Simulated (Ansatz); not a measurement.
## LiTa2 in the C11b ordering: lattice stability ahead of a resistivity run

The plan: relax LiTa2 in the C11b ordering, check its phonons, and, if the lattice is stable, compute its Eliashberg function and ρ(T).

Method: DFT PBE, scalar-relativistic, plane waves, PAW, in Ansatz 0.2.0.

The structure was built from a prototype and need not be the compound's stable phase.

## Step 1: Starting point

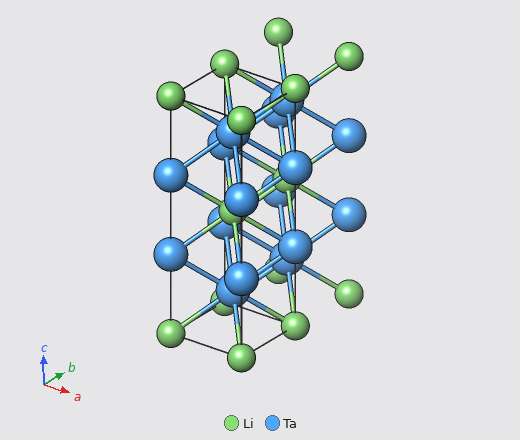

The cell as given, from a free direction (lithium green, tantalum blue). 1×2×1 cells are drawn. This picture shows the conventional cell, with its axes. Some periodic images of atoms are drawn too.

## Step 2: Rough relaxation

Large forces or a large pressure at the start call for a first relaxation with loose thresholds.

File input.yaml:

```yaml
crystal:
  lattice:
    - [3.37215, 0.0, 0.0]
    - [0.0, 3.37215, 0.0]
    - [1.68607, 1.68607, 5.05822]
  atoms:
    - { symbol: Li, position: [0.0, 0.0, 0.0] }
    - { symbol: Ta, position: [0.66666667, 0.66666667, 0.66666667] }
    - { symbol: Ta, position: [0.33333333, 0.33333333, 0.33333333] }
kpoints:
  mp_grid: { grid: [6, 6, 6] }
hamiltonian:
  xc: pbe
scf:
  occupations: { method: gaussian, width: 0.1 }
output:
  forces: true
  stress: true
  eigenvalues: true
relax:
  adjacent_minimum: "off"
  f_tol: 0.05
  max_steps: 80
  cell: { stress_tol: 0.5 }
```

Started as:

```sh
> ansatz run input.yaml --threads 4 --pin off --max-ram 8192MiB --backend cpu --events-out ev --progress --plain --runs-dir out
```

Numbers of over 12 decimals in the logs are rounded to 6 here.

What it wrote:

```text
The last accepted step is kept in <dir> (removed where the run ends without a failure and the disk answers)
Engine: ansatz 0.2.0, aarch64-unknown-linux-gnu
Pseudopotentials: kind: paw
Pseudopotential: Li, paw, valence charge 3, recommended cutoff 420 eV (normal), Li.paw.azcp
Pseudopotential: Ta, paw, valence charge 13, recommended cutoff 420 eV (normal), Ta.paw.azcp
Functional definition: PBE
  parameter kappa = 0.804
  parameter beta = 0.066725
  exchange = pbe_x(kappa = kappa, mu = beta*pi^2/3)
  correlation = pbe_c(beta = beta)
Crystal: 3 atoms, lattice volume = 57.519 Å³
Basis set: ecut = 420 eV, 1109 PW (Γ), exchange–correlation on 48×48×80 points (8 copies of the dense FFT grid, shifted against one another)
Bands: 19, of which v1, the nominal top of the filled ones, is band 15 counted from 1 (14 counted from 0)
Symmetry: 16 space group operations
Space group: I4/mmm (ITA 139), of the structure as read, at distance tolerance 3.9e-5 Å
k-points: 30 of 216
Non-local potential: Li, projectors of the file, l = 0: 3, l = 1: 2, l = 2: 1
Non-local potential: Ta, projectors of the file, l = 0: 3, l = 1: 2, l = 2: 2, l = 3: 1
PAW form: soft (Blöchl's): semilocal exchange-correlation on the pseudo side does not see the compensation charge
PAW one-centre angular grid: Li, 110 points (default); XC on 64 Gauss nodes
PAW one-centre angular grid: Ta, 590 points (default); XC on 64 Gauss nodes
Initial density: superposition of atomic densities (neutral atoms: chi_scale 0, normalization atom), corrected by the library's trained network
Initial wavefunctions: pseudopotential atomic-orbital guess
Functional: x = pbe(κ = 0.804, μ = 0.219515), c = pbe(β = 0.066725)
SCF iter   1: F=—  HF=-20067.370548 eV  |F-HF|=—  |Δ(HF+E_count)|=         —  Δρ=6.02e-3  dr2=4.25e-2  ethr=1.77e-3  ⟨swp⟩=4.6  Hψ=2408  notcnv=0
preconditioner: auto → Kerker (q_TF=auto, 2.434 Å⁻¹)  [metal: Δε(μ)=0.003 eV  Ē_g=3.617 eV  σ=0.100 eV  W_gap=0.01  n_scr=10 (ndim 8)  ℏωp=16.2 eV  f_vac=0.000  D(μ)=3.84/eV (n_scr^D=32)]
SCF iter   2: F=—  HF=-20067.365547 eV  |F-HF|=—  |Δ(HF+E_count)|=   5.00e-3  Δρ=3.70e-3  dr2=1.64e-2  ethr=1.46e-4  ⟨swp⟩=1.0  Hψ=811  notcnv=0
SCF iter   3: F=—  HF=-20067.361973 eV  |F-HF|=—  |Δ(HF+E_count)|=   3.57e-3  Δρ=5.75e-4  dr2=2.21e-4  ethr=5.66e-5  ⟨swp⟩=2.0  Hψ=721  notcnv=0
SCF iter   4: F=—  HF=-20067.361922 eV  |F-HF|=—  |Δ(HF+E_count)|=   5.06e-5  Δρ=1.21e-4  dr2=1.11e-5  ethr=7.62e-7  ⟨swp⟩=2.5  Hψ=884  notcnv=0
SCF iter   5: F=—  HF=-20067.361910 eV  |F-HF|=—  |Δ(HF+E_count)|=   1.22e-5  Δρ=3.25e-5  dr2=7.82e-7  ethr=3.83e-8  ⟨swp⟩=2.6  Hψ=909  notcnv=0
SCF iter   6: F=-20067.361910 eV  HF=-20067.361910 eV  |F-HF|=1.34e-8  |Δ(HF+E_count)|=   1.30e-7  Δρ=7.96e-6  dr2=4.60e-8  ethr=3.45e-10  ⟨swp⟩=5.4  Hψ=2434  notcnv=0
SCF 1 converged in 6 iterations: F = -20067.361910 eV  dr2 = 4.60e-8
  greatest PAW one-centre occupation: 1.000 electrons in one spin orbital (limit 2), on the Li atom at site 0 (counted from 0), in its partial waves of l = 0
relax step   1: F+E_penalty+E_count = -20067.36190994 eV  Δ(F+E_penalty+E_count) = +0.000e0 eV  max|allowed force component| = 8.733e-1 eV/Å  Δτ_max = 0.0000 Å  P = -12.845 GPa  Ω = 57.519 Å³  (6 SCF iters, dr2 threshold 1.00e-7 eV, accepted)
Crystal: 3 atoms, lattice volume = 51.771 Å³
Basis set: ecut = 420 eV, 1005 PW (Γ), exchange–correlation on 48×48×80 points (8 copies of the dense FFT grid, shifted against one another)
Initial density: handed on by an earlier stage of this run
Initial wavefunctions: those handed on with the density
iter 1 solved again at ethr=1.09e-3 eV; its pass at ethr=3.10e-3 eV (dr2=3.15e-1 eV) is discarded
SCF iter   1: F=—  HF=-20067.762975 eV  |F-HF|=—  |Δ(HF+E_count)|=         —  Δρ=1.33e-2  dr2=3.15e-1  ethr=1.09e-3  ⟨swp⟩=1.0  Hψ=3362  notcnv=0
preconditioner: auto → Kerker (q_TF=auto, 2.477 Å⁻¹)  [metal: Δε(μ)=0.036 eV  Ē_g=4.158 eV  σ=0.100 eV  W_gap=0.20  n_scr=10 (ndim 8)  ℏωp=17.1 eV  f_vac=0.000  D(μ)=3.18/eV (n_scr^D=32)]
SCF iter   2: F=—  HF=-20067.720325 eV  |F-HF|=—  |Δ(HF+E_count)|=   4.26e-2  Δρ=7.50e-3  dr2=1.12e-1  ethr=1.09e-3  ⟨swp⟩=1.0  Hψ=571  notcnv=0
SCF iter   3: F=—  HF=-20067.696335 eV  |F-HF|=—  |Δ(HF+E_count)|=   2.40e-2  Δρ=1.18e-3  dr2=9.23e-4  ethr=3.85e-4  ⟨swp⟩=2.0  Hψ=838  notcnv=0
SCF iter   4: F=—  HF=-20067.696172 eV  |F-HF|=—  |Δ(HF+E_count)|=   1.62e-4  Δρ=2.79e-4  dr2=5.22e-5  ethr=3.18e-6  ⟨swp⟩=2.2  Hψ=870  notcnv=0
SCF iter   5: F=—  HF=-20067.696162 eV  |F-HF|=—  |Δ(HF+E_count)|=   1.01e-5  Δρ=5.49e-5  dr2=1.64e-6  ethr=1.80e-7  ⟨swp⟩=2.4  Hψ=870  notcnv=0
SCF iter   6: F=-20067.696162 eV  HF=-20067.696162 eV  |F-HF|=1.56e-8  |Δ(HF+E_count)|=   1.46e-7  Δρ=1.25e-5  dr2=8.97e-8  ethr=1.03e-9  ⟨swp⟩=5.9  Hψ=2473  notcnv=0
SCF 2 converged in 6 iterations: F = -20067.696162 eV  dr2 = 8.97e-8
relax step   2: F+E_penalty+E_count = -20067.69616211 eV  Δ(F+E_penalty+E_count) = -3.343e-1 eV  max|allowed force component| = 5.462e-1 eV/Å  Δτ_max = 0.0759 Å  P = +0.946 GPa  Ω = 51.771 Å³  energy of the carried Pulay correction = +1.232e-3 eV  (6 SCF iters, dr2 threshold 3.00e-7 eV, accepted)
Crystal: 3 atoms, lattice volume = 51.012 Å³
Basis set: ecut = 420 eV, 1003 PW (Γ), exchange–correlation on 48×48×80 points (8 copies of the dense FFT grid, shifted against one another)
iter 1 solved again at ethr=1.38e-4 eV; its pass at ethr=3.10e-3 eV (dr2=4.01e-2 eV) is discarded
SCF iter   1: F=—  HF=-20067.844950 eV  |F-HF|=—  |Δ(HF+E_count)|=         —  Δρ=5.70e-3  dr2=4.04e-2  ethr=1.38e-4  ⟨swp⟩=1.0  Hψ=3741  notcnv=0
preconditioner: auto → Kerker (q_TF=auto, 2.483 Å⁻¹)  [metal: Δε(μ)=0.007 eV  Ē_g=4.142 eV  σ=0.100 eV  W_gap=0.04  n_scr=10 (ndim 8)  ℏωp=17.2 eV  f_vac=0.000  D(μ)=2.77/eV (n_scr^D=32)]
SCF iter   2: F=—  HF=-20067.838482 eV  |F-HF|=—  |Δ(HF+E_count)|=   6.47e-3  Δρ=3.14e-3  dr2=1.32e-2  ethr=1.38e-4  ⟨swp⟩=1.0  Hψ=570  notcnv=0
SCF iter   3: F=—  HF=-20067.835394 eV  |F-HF|=—  |Δ(HF+E_count)|=   3.09e-3  Δρ=3.61e-4  dr2=9.79e-5  ethr=4.57e-5  ⟨swp⟩=2.0  Hψ=717  notcnv=0
SCF iter   4: F=—  HF=-20067.835365 eV  |F-HF|=—  |Δ(HF+E_count)|=   2.92e-5  Δρ=7.09e-5  dr2=3.11e-6  ethr=3.38e-7  ⟨swp⟩=2.2  Hψ=896  notcnv=0
SCF iter   5: F=—  HF=-20067.835364 eV  |F-HF|=—  |Δ(HF+E_count)|=   9.18e-7  Δρ=2.15e-5  dr2=3.36e-7  ethr=1.07e-8  ⟨swp⟩=2.3  Hψ=870  notcnv=0
SCF iter   6: F=-20067.835364 eV  HF=-20067.835364 eV  |F-HF|=1.08e-8  |Δ(HF+E_count)|=   8.84e-8  Δρ=5.99e-6  dr2=2.63e-8  ethr=1.03e-9  ⟨swp⟩=5.1  Hψ=2315  notcnv=0
the search or the solves at the SCF's close seem to have found levels that the self-consistency loop had missed (the run counts 1). By its estimate they hold under 1e-12 electrons; where the run keeps them, the occupations were computed again with them
SCF 3 converged in 6 iterations: F = -20067.835364 eV  dr2 = 2.63e-8
relax step   3: F+E_penalty+E_count = -20067.83536421 eV  Δ(F+E_penalty+E_count) = -1.392e-1 eV  max|allowed force component| = 2.477e-1 eV/Å  Δτ_max = 0.0443 Å  P = -0.975 GPa  Ω = 51.012 Å³  energy of the carried Pulay correction = +1.405e-3 eV  (6 SCF iters, dr2 threshold 3.00e-7 eV, accepted)
[...]
relax step   4: F+E_penalty+E_count = -20067.86614051 eV  Δ(F+E_penalty+E_count) = -3.078e-2 eV  max|allowed force component| = 1.161e-1 eV/Å  Δτ_max = 0.0582 Å  P = +1.948 GPa  Ω = 48.806 Å³  energy of the carried Pulay correction = +1.920e-3 eV  (6 SCF iters, dr2 threshold 3.00e-7 eV, accepted)
[...]
relax step   5: F+E_penalty+E_count = -20067.87412773 eV  Δ(F+E_penalty+E_count) = -7.987e-3 eV  max|allowed force component| = 9.491e-3 eV/Å  Δτ_max = 0.0144 Å  P = +0.139 GPa  Ω = 49.660 Å³  energy of the carried Pulay correction = +1.718e-3 eV  (6 SCF iters, dr2 threshold 3.00e-7 eV, accepted)
Basis set: ecut = 420 eV, 987 PW (Γ), exchange–correlation on 48×48×72 points (8 copies of the dense FFT grid, shifted against one another)
Initial wavefunctions: pseudopotential atomic-orbital guess (no wavefunctions were taken with the density)
iter 1 solved again at ethr=3.71e-8 eV; its pass at ethr=3.10e-3 eV (dr2=1.08e-5 eV) is discarded
SCF iter   1: F=—  HF=-20067.873436 eV  |F-HF|=—  |Δ(HF+E_count)|=         —  Δρ=9.52e-5  dr2=4.75e-7  ethr=3.71e-8  ⟨swp⟩=4.2  Hψ=4166  notcnv=0
preconditioner: auto → Kerker (q_TF=auto, 2.494 Å⁻¹)  [metal: Δε(μ)=0.008 eV  Ē_g=4.194 eV  σ=0.100 eV  W_gap=0.04  n_scr=10 (ndim 8)  ℏωp=17.5 eV  f_vac=0.000  D(μ)=2.87/eV (n_scr^D=32)]
SCF iter   2: F=—  HF=-20067.873429 eV  |F-HF|=—  |Δ(HF+E_count)|=   6.61e-6  Δρ=5.04e-5  dr2=1.36e-7  ethr=1.64e-9  ⟨swp⟩=2.2  Hψ=934  notcnv=0
iter 3 did not close the SCF: its close was put off for the readings that it lacked (scf_convergence_deferred on its scf_iter line)
SCF iter   3: F=-20067.873430 eV  HF=-20067.873430 eV  |F-HF|=1.13e-10  |Δ(HF+E_count)|=   3.88e-7  Δρ=2.05e-6  dr2=9.28e-10  ethr=4.69e-10  ⟨swp⟩=2.0  Hψ=938  notcnv=0
iter 4 did not close the SCF: its close was put off for the readings that it lacked (scf_convergence_deferred on its scf_iter line)
SCF iter   4: F=-20067.873430 eV  HF=-20067.873430 eV  |F-HF|=7.28e-12  |Δ(HF+E_count)|=  2.73e-10  Δρ=3.20e-7  dr2=4.55e-11  ethr=3.20e-12  ⟨swp⟩=2.0  Hψ=937  notcnv=0
iter 5 did not close the SCF: its close was put off for the readings that it lacked (scf_convergence_deferred on its scf_iter line)
SCF iter   5: F=-20067.873430 eV  HF=-20067.873430 eV  |F-HF|=7.28e-12  |Δ(HF+E_count)|=  1.46e-11  Δρ=6.89e-8  dr2=2.21e-12  ethr=1.00e-12  ⟨swp⟩=1.0  Hψ=570  notcnv=0
iter 6 did not close the SCF: its close was put off for the readings that it lacked (scf_convergence_deferred on its scf_iter line)
SCF iter   6: F=-20067.873430 eV  HF=-20067.873430 eV  |F-HF|=7.28e-12  |Δ(HF+E_count)|=  7.28e-12  Δρ=1.31e-8  dr2=6.92e-14  ethr=1.00e-12  ⟨swp⟩=1.0  Hψ=570  notcnv=0
SCF iter   7: F=-20067.873430 eV  HF=-20067.873430 eV  |F-HF|=3.64e-12  |Δ(HF+E_count)|=  3.64e-12  Δρ=3.07e-9  dr2=4.90e-15  ethr=1.00e-12  ⟨swp⟩=1.0  Hψ=1260  notcnv=0
SCF 6 converged in 7 iterations: F = -20067.873430 eV  dr2 = 4.90e-15
relax step   6: F+E_penalty+E_count = -20067.87342950 eV  Δ(F+E_penalty+E_count) = +6.982e-4 eV  max|allowed force component| = 9.398e-3 eV/Å  Δτ_max = 0.0000 Å  P = +0.121 GPa  Ω = 49.660 Å³  stress off target by 3.06e-1 GPa  SCF on the basis re-selected at this cell (its energy is not comparable with the rows above)  (7 SCF iters)
basis re-selected at this cell: Δ(F+E_penalty+E_count) = +6.982e-4 eV, ΔP = -0.018 GPa vs the last step (what re-selecting the basis moved, of the pressure what is left beyond the Pulay correction that the steps carried, after the strain that the cell walked since its last selection, with what the two solves' SCF thresholds leave and, on support functions, any second-order correction that the steps lacked; it is no measure of the basis error at this ecutwfc). The dense FFT grid was sized anew with the basis: this SCF ran on 24×24×36 points, the steps before it on 24×24×40, so part of this shift can come from that change (see relax.cell in the input reference). [rest of the remark cut]
SCF converged after 7 iterations
Free energy (F): -20067.873430 eV
Harris-Foulkes:  -20067.873430 eV  (|F-HF|=3.64e-12)
Internal energy: -20067.859101 eV  (E = F + TS)
E sigma→0 (E₀):  -20067.866265 eV
Entropy (-TS):   -0.014328 eV (-4.776 meV/atom)
Fermi energy:    14.097418 eV
--- Per-component energies (eV) ---
  E_band       = -376.780849
  E_kinetic    = 752.115457
  E_local      = -1524.705067  (includes V_loc(G=0)·N_el)
  E_nonlocal   = -2.775302
  E_hartree    = 528.234157
  E_xc         = -446.310804
  E_vxc        = -420.189940  (∫ρ·V_xc dr)
  E_paw        = -16813.848456  (= ΣΔE_a)
  E_vpaw       = -237.694603  (= ΣTr[D̂ρ^β])
  E_aug_tail   = 0.000291  (compensation charges beyond the density's cutoff)
  E_ewald      = -2560.569377
  E_smearing   = -0.014328  (= −TS)
  E_closure    = 0.000000  (closes the sum)
  Σ components = -20067.873430   (vs F -20067.873430, Δ=0.00e0)
--- Forces (eV/Å), atoms counted from 1 ---
  atom   1  Li    -0.00000000     0.00000000     0.00000000
  atom   2  Ta     0.00000000     0.00000000    -0.00939822
  atom   3  Ta    -0.00000000    -0.00000000     0.00939822
  max |Σ_I F_I| component: 1.73e-18 eV/Å
--- Stress (GPa, compression-positive) ---
        0.027830       0.000000      -0.000000
        0.000000       0.027830      -0.000000
       -0.000000      -0.000000       0.306330
  P = ⅓ Tr σ = 0.1207 GPa (1.207 kbar)
--- Band table (eV; the first three rows and the last of 30) ---
  k-point 0: bands = [... 11 lower, 11.5768, 14.0922, 15.1331, 15.1592, 15.4436, 15.4436, 15.7492, 15.7492]
  k-point 1: bands = [... 11 lower, 11.4550, 13.6506, 14.9415, 14.9415, 15.2063, 15.4228, 16.4693, 16.4693]
  k-point 2: bands = [... 11 lower, 11.2460, 12.6771, 14.5454, 14.5454, 15.3067, 16.0067, 17.4973, 17.4973]
  k-point 29: bands = [... 11 lower, 12.2689, 12.3839, 13.7239, 14.2931, 15.1650, 17.6282, 18.5145, 18.5574]
--- Relaxed structure (5 steps of the walk, 5 accepted, 1 SCFs on fresh bases) ---
  F+E_penalty+E_count = -20067.87342950 eV   max|allowed force component| = 9.398e-3 eV/Å   (the final SCF, on the basis selected at the relaxed cell)
  cell:  # Å, volume = 49.6601 Å³
    - [3.372236, -4.118817505938274e-13, 1.666710829143578e-6]
    - [-4.118817506129005e-13, 3.372236, 1.666710829182169e-6]
    - [1.686116, 1.686116, 4.366888]
  atoms:
    - { symbol: Li, position: [0, 0, 0] }
    - { symbol: Ta, position: [0.665464, 0.665464, 0.669073] }
    - { symbol: Ta, position: [0.334536, 0.334536, 0.330927] }
```

It took 3.2 s on 4 threads of Arm Neoverse V2, shared host; peak memory 0.35 GiB.

The steps of the relaxation:

```csv
step,energy less that of the first step (eV),largest force component (eV/Å),pressure (GPa),volume (Å³)
1,0.0000,0.8733,-12.85,57.52
2,-0.3343,0.5462,0.95,51.77
3,-0.4735,0.2477,-0.98,51.01
4,-0.5042,0.1161,1.95,48.81
5,-0.5122,0.0095,0.14,49.66
6*,-0.5115,0.0094,0.12,49.66
```

Relaxation steps marked * repeat the geometry before them on a plane-wave basis chosen anew for their cell, so energy and pressure can jump there.

The run keeps the 16 symmetry operations that it works with, so distortions that break them were not tested.

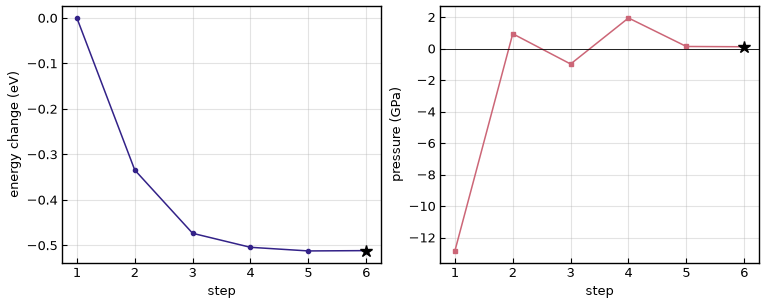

Energy and pressure along the relaxation. Stars mark steps on a basis chosen anew.

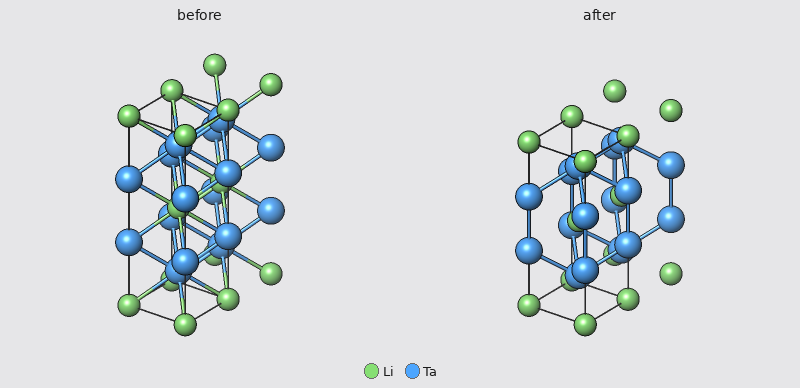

Before and after, at one scale.

```csv
cell as run,before,after,change
a (Å),3.372,3.372,+0.0 %
b (Å),3.372,3.372,+0.0 %
c (Å),5.592,4.976,-11.0 %
α (°),72.45,70.19,-3.1 %
β (°),72.45,70.19,-3.1 %
volume (Å³/atom),19.17,16.55,-13.7 %
```

The atoms that moved most (Å, as changes of fractional coordinates times the final cell):

```csv
atom,dx,dy,dz,length
Ta2,0.000,0.000,0.011,0.011
Ta3,0.000,0.000,-0.011,0.011
```

Final coordinates:

```
Li Ta
1.0
     3.37224    0.00000    0.00000
     0.00000    3.37224    0.00000
     1.68612    1.68612    4.36689
Li Ta
1 2
Cartesian
  0.0000 0.0000 0.0000
  3.3722 3.3722 2.9218
  1.6861 1.6861 1.4451
```

This step gave:

* pressure: 0.1207 GPa
* volume per atom: 16.55 Å³
* metallic on mesh: yes
* gap on the k-mesh: 0 eV

The largest force is now 0.0094 eV/Å and the largest stress component 0.31 GPa.

[end of part 1 of 3]

[Logs are printed without paths, hosts, clocks, repeated set-up lines and the standing remarks that a program may print on its own settings, such as how far it seeks lower states.]

[Hosts, paths, dates, database ids (printed as entryN), source tags and the programs' standing remarks are cut or masked in the printed files.]
